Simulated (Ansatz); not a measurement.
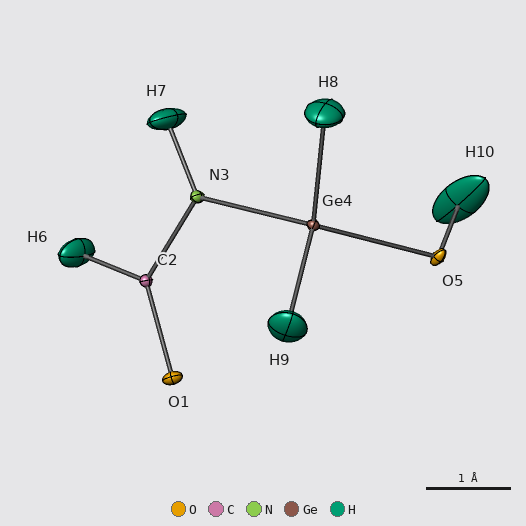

Displacement ellipsoids at the 50 % level, from the internal vibrations of the free molecule (harmonic, no overall translation or rotation; no half-axis is drawn under 0.075 Å). Vibrations computed with RKS PBE0-D4/def2-TZVP (Ansatz 0.2.0). Temperature: 0 K (zero-point motion alone).

Which atom moves most?

H10, with U_eq = 0.0500 Å².

Does H10 move more along its bond or across it?

Across it: the root-mean-square amplitude is 0.080 Å along the bond and up to 0.350 Å across, since bending and torsion are softer than stretching.

Give the displacement parameters, one line for each set of equivalent atoms.

| atom | U_eq (Å²) | rms amplitudes (Å) |
| --- | --- | --- |
| O1 | 0.0034 | 0.022, 0.058, 0.079 |
| C2 | 0.0018 | 0.026, 0.043, 0.054 |
| N3 | 0.0024 | 0.034, 0.045, 0.063 |
| Ge4 | 0.00029 | 0.012, 0.014, 0.023 |
| O5 | 0.0033 | 0.034, 0.045, 0.082 |
| H6 | 0.0194 | 0.083, 0.113, 0.196 |
| H7 | 0.0192 | 0.079, 0.119, 0.192 |
| H8 | 0.0200 | 0.090, 0.152, 0.170 |
| H9 | 0.0209 | 0.087, 0.153, 0.179 |
| H10 | 0.0500 | 0.078, 0.146, 0.350 |
